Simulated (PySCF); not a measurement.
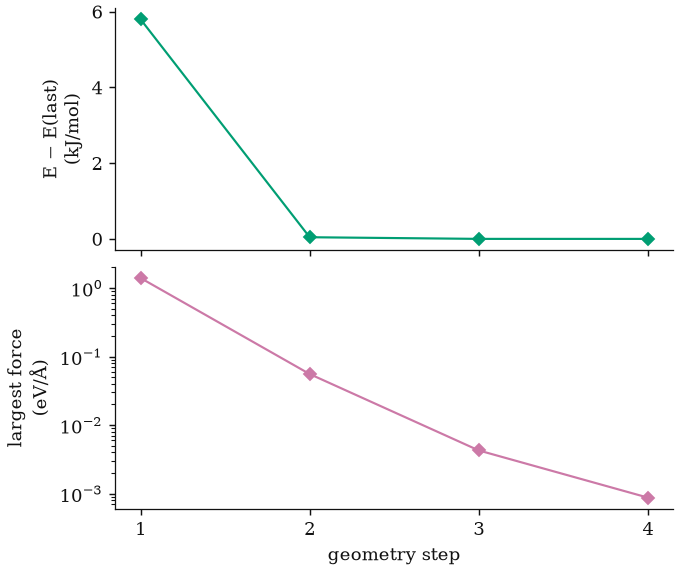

History of a geometry optimisation.

- system: PH₃ (SMILES P)
- method: PBE0-D3(BJ)/def2-SVP, geometry optimisation (PySCF 2.14.0, density fitting)

How did the optimisation end?

The optimisation met its thresholds at geometry 4, counting the start as the first. The energy fell by about 5.8 kJ/mol from the first step to the last. The largest force goes from about 1.4 eV/Å at the start to 9 × 10⁻⁴ eV/Å at the end.
